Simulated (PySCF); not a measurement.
# C9H6O: the cost of one run

Computed with PySCF 2.14.0 and routines of our own; the level stands in each step. Atoms count from 0.

### 1 The system as given

16 atoms, charge 0, multiplicity 1; geometry from: GFN2-xTB.

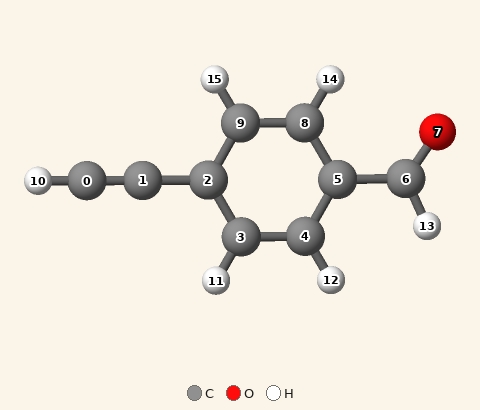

The starting geometry (carbon grey, oxygen red, hydrogen white).

### 2 Vibronic structure: TDA PBE/def2-SVP

What the job is given:

```
{"job": {"kind": "vib", "xc": "PBE", "basis": "def2-SVP", "tda": true}, "charge": 0, "multiplicity": 1}
C      3.776970     0.143743    -0.832499
C      2.604799     0.098317    -0.575128
C      1.224881     0.046148    -0.270459
C      0.380670    -0.805401    -0.988903
C     -0.963857    -0.854032    -0.690406
C     -1.489226    -0.056102     0.327529
C     -2.917912    -0.101389     0.649773
O     -3.461247     0.547857     1.507575
C     -0.641297     0.793678     1.042848
C      0.702910     0.846594     0.749791
H      4.801016     0.184519    -1.057679
H      0.793685    -1.419793    -1.775648
H     -1.620353    -1.510800    -1.243569
H     -3.494538    -0.809026     0.019526
H     -1.066604     1.402932     1.826330
H      1.362502     1.501700     1.299508
```

With the program's defaults for keys left out, this is: TDA PBE/def2-SVP vertical-gradient vibronic structure (displaced harmonic oscillators, Condon), gas phase.

Run with:

```console
OMP_NUM_THREADS=1 python excited_run.py task.json out
```

This one command runs all jobs of the session in turn.

Q: Estimate the wall time and peak memory of this first job on 1 thread of Arm Neoverse N1, shared host.

About 80 s, with a peak of 0.98 GiB.
